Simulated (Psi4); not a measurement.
# DSD-PBEP86/6-31G(d) (density fitting for correlation, spherical functions) run of AlBH2OF2 (SMILES O[B](F)[AlH][F])

What is the vertical singlet–triplet gap of AlBH2OF2 at DSD-PBEP86/6-31G* (density fitting for correlation, spherical functions)? 

Program for the calculation: Psi4 1.11.

2 further runs of the same task are left out: 2 set aside as unsound or not needed.

**1. The molecule**

AlBH2OF2: 7 atoms, total charge 0, spin state singlet. As SMILES, `O[B](F)[AlH][F]`. The shape is that of a PBE0-D4/def2-TZVP optimisation. This is one conformer, not always the lowest.

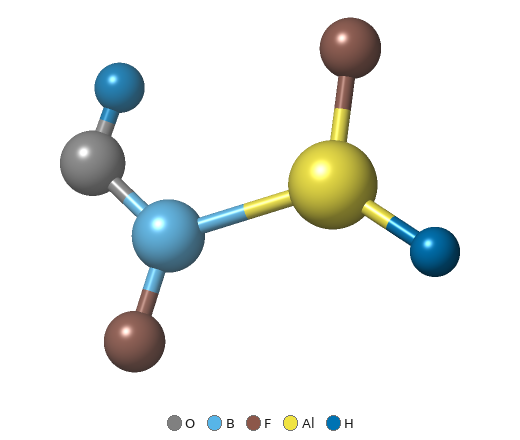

The structure, seen from a chosen angle (oxygen grey, boron blue, fluorine brown, aluminium yellow, hydrogen blue).

**2. A single-point energy at DSD-PBEP86/6-31G(d) (density fitting for correlation, spherical functions)**

Contents of albf2h2o.json:

```json
{
 "schema_name": "qcschema_input",
 "schema_version": 1,
 "molecule": {
  "schema_name": "qcschema_molecule",
  "schema_version": 2,
  "symbols": ["O", "B", "F", "Al", "F", "H", "H"],
  "geometry": [0.87362039, -0.3146394, 3.34292551, 0.96716183, -1.27669897, 0.98095683, 2.21249135, -3.44837223, 0.74549696, -0.7776223, 0.5699414, -2.19605073, -2.1782873, 3.23728982, -1.31865089, -0.03760555, 1.25156561, 3.44875018, -0.94410717, -0.14777658, -5.08959937],
  "molecular_charge": 0,
  "molecular_multiplicity": 1,
  "fix_symmetry": "c1"
 },
 "driver": "energy",
 "model": {
  "method": "dsd-pbep86",
  "basis": "6-31G*"
 },
 "keywords": {
  "reference": "rks",
  "puream": true,
  "e_convergence": 1e-09,
  "d_convergence": 1e-08,
  "scf_type": "pk",
  "dft_radial_points": 99,
  "dft_spherical_points": 590,
  "num_frozen_docc": 9
 }
}
```

Launch:

```console
psi4 --qcschema albf2h2o.json -n 1 --memory 2200MB
```

stdout:

```text
[...]
  Running in c1 symmetry.
[...]
  Nuclear repulsion =  190.104529944184577
[...]
  Multiplicity = 1
[...]
  Nalpha       = 23
  Nbeta        = 23
[...]
    Number of basis functions: 78
[...]
   @RKS iter   1:  -542.25284188114688   -1.14699e+00   7.49113e-03 DIIS/ADIIS
[...]
   @RKS iter  11:  -542.37565274245674   -1.39835e-11   7.80118e-09 DIIS
[...]
    Orbital Energies [Eh]
    ---------------------
    Doubly Occupied:
       1A    -57.628600     2A    -25.730419     3A    -25.691592
       4A    -20.096441     5A     -7.370211     6A     -4.648583
       7A     -3.044593     8A     -3.041066     9A     -3.038356
      10A     -1.466061    11A     -1.397192    12A     -1.270956
      13A     -0.731025    14A     -0.657054    15A     -0.608089
      16A     -0.593484    17A     -0.581773    18A     -0.554716
      19A     -0.541137    20A     -0.538123    21A     -0.482287
      22A     -0.460307    23A     -0.360569
[...]
  @RKS Final Energy:  -542.37565274245674
   => Energetics <=
    Nuclear Repulsion Energy =            190.1045299441845771
    One-Electron Energy =               -1133.1326636639801109
    Two-Electron Energy =                 415.7523973790493415
    DFT Exchange-Correlation Energy =     -15.0999164017106136
    Empirical Dispersion Energy =           0.0000000000000000
    VV10 Nonlocal Energy =                  0.0000000000000000
    Total Energy =                       -542.3756527424567366
[...]
 Multipole Moments:
 ------------------------------------------------------------------------------------
     Multipole            Electronic (a.u.)      Nuclear  (a.u.)        Total (a.u.)
 ------------------------------------------------------------------------------------
 L = 1.  Multiply by 2.5417464519 to convert [e a0] to [Debye]
 Dipole X            :          0.3893483           -0.5732381           -0.1838898
 Dipole Y            :         -0.7003445            0.9464908            0.2461463
 Dipole Z            :         -0.1562060           -0.0166682           -0.1728742
 Magnitude           :                                                    0.3525464
[...]
```

The result, in JSON:

```text
{
 "driver": "energy",
 "model": {
  "method": "dsd-pbep86",
  "basis": "6-31G*"
 },
 "success": true,
 "return_result": -542.713137485109,
 "properties": {
  "calcinfo_nbasis": 78,
  "calcinfo_nmo": 78,
  "calcinfo_nalpha": 23,
  "calcinfo_nbeta": 23,
  "calcinfo_natom": 7,
  "nuclear_repulsion_energy": 190.10452994418458,
  "return_energy": -542.713137485109,
  "scf_one_electron_energy": -1133.13266366398,
  "scf_two_electron_energy": 415.75239737904934,
  "scf_xc_energy": -15.099916401710614,
  "scf_dipole_moment": [-0.18388981027285856, 0.24614628449793075, -0.17287422124876972],
  "scf_total_energy": -542.3756527424567,
  "scf_iterations": 11
 }
}
```

It took 13 s on 1 thread of Intel Xeon Platinum 8259CL at 2.50GHz (Skylake/Cascade Lake), shared host; peak memory 0.98 GiB.

**3. The triplet at the same level**

Contents of albf2h2o.dat:

```
memory 2.2 GB

molecule mol {
  0 3
  O
  B 1 R2
  F 2 R3 1 A3
  Al 2 R4 3 A4 1 D4
  F 4 R5 2 A5 3 D5
  H 1 R6 2 A6 3 D6
  H 4 R7 5 A7 6 D7

  R2 = 1.350512
  R3 = 1.330589
  A3 = 115.49284
  R4 = 2.152635
  A4 = 122.09777
  D4 = -179.99289
  R5 = 1.660507
  A5 = 111.03628
  D5 = -179.84343
  R6 = 0.960501
  A6 = 113.4307
  D6 = -179.99672
  R7 = 1.580058
  A7 = 116.76961
  D7 = 179.90713
  symmetry c1
}

set basis 6-31G*
set reference uks
set puream true
set e_convergence 1e-09
set d_convergence 1e-08
set scf_type pk
set dft_radial_points 99
set dft_spherical_points 590
set num_frozen_docc 9
set maxiter 100

energy("dsd-pbep86")
print_variables()
```

Launch:

```console
psi4 albf2h2o.dat albf2h2o.out -n 1
```

albf2h2o.out:

```text
[...]
  Running in c1 symmetry.
[...]
  Nuclear repulsion =  190.104527916309877
[...]
  Multiplicity = 3
[...]
  Nalpha       = 24
  Nbeta        = 22
[...]
    Number of basis functions: 78
[...]
   @UKS iter   1:  -542.10386440526042   -9.98009e-01   7.38850e-03 ADIIS/DIIS
[...]
   @UKS iter  16:  -542.23409357096330   -2.61480e-12   7.94435e-09 DIIS
[...]
   @S^2 Observed:                2.003649281E+00
[...]
    Orbital Energies [Eh]
    ---------------------
    Alpha Occupied:
       1A    -57.652830     2A    -25.769332     3A    -25.696266
       4A    -20.132922     5A     -7.441052     6A     -4.672525
       7A     -3.069152     8A     -3.068081     9A     -3.063120
      10A     -1.505297    11A     -1.403188    12A     -1.310850
      13A     -0.768536    14A     -0.706527    15A     -0.656464
      16A     -0.637934    17A     -0.601715    18A     -0.587941
      19A     -0.553240    20A     -0.549542    21A     -0.529176
      22A     -0.506479    23A     -0.436081    24A     -0.218581
    Alpha Virtual:
      25A      0.054527    26A      0.064380    27A      0.067390
[...]
  @UKS Final Energy:  -542.23409357096330
   => Energetics <=
    Nuclear Repulsion Energy =            190.1045279163098769
    One-Electron Energy =               -1131.8928291032257221
    Two-Electron Energy =                 414.6325688394522331
    DFT Exchange-Correlation Energy =     -15.0783612234996642
    Empirical Dispersion Energy =           0.0000000000000000
    VV10 Nonlocal Energy =                  0.0000000000000000
    Total Energy =                       -542.2340935709632959
[...]
 Multipole Moments:
 ------------------------------------------------------------------------------------
     Multipole            Electronic (a.u.)      Nuclear  (a.u.)        Total (a.u.)
 ------------------------------------------------------------------------------------
 L = 1.  Multiply by 2.5417464519 to convert [e a0] to [Debye]
 Dipole X            :         -0.0039040            0.0053096            0.0014056
 Dipole Y            :         -1.0436164            1.0456465            0.0020300
 Dipole Z            :          0.2435723           -0.3623810           -0.1188087
 Magnitude           :                                                    0.1188344
[...]
```

It took 23 s on 1 thread of Intel Xeon Platinum 8259CL at 2.50GHz (Skylake/Cascade Lake), shared host; peak memory 0.98 GiB.

**4. Summary of results**

Level: DSD-PBEP86/6-31G* (density fitting for correlation, spherical functions), 9 core orbitals frozen.

| quantity | value |
| --- | --- |
| singlet: total energy | -542.71314 Eh |
| singlet: HOMO energy (SCF part's orbitals) | -9.81 eV |
| singlet: LUMO energy (SCF part's orbitals) | -0.21 eV |
| singlet: HOMO–LUMO gap (SCF part's orbitals) | 9.60 eV |
| triplet: total energy | -542.56841 Eh |
| triplet: HOMO energy (SCF part's orbitals) (highest over α and β) | -5.95 eV |
| triplet: LUMO energy (SCF part's orbitals) (lowest over α and β) | -3.42 eV |
| triplet: ⟨S²⟩ | 2.004 |
| vertical energy of the triplet above the singlet | 3.938 eV |

**Reading.** At this shape the triplet lies 3.94 eV (380 kJ/mol) above the singlet.
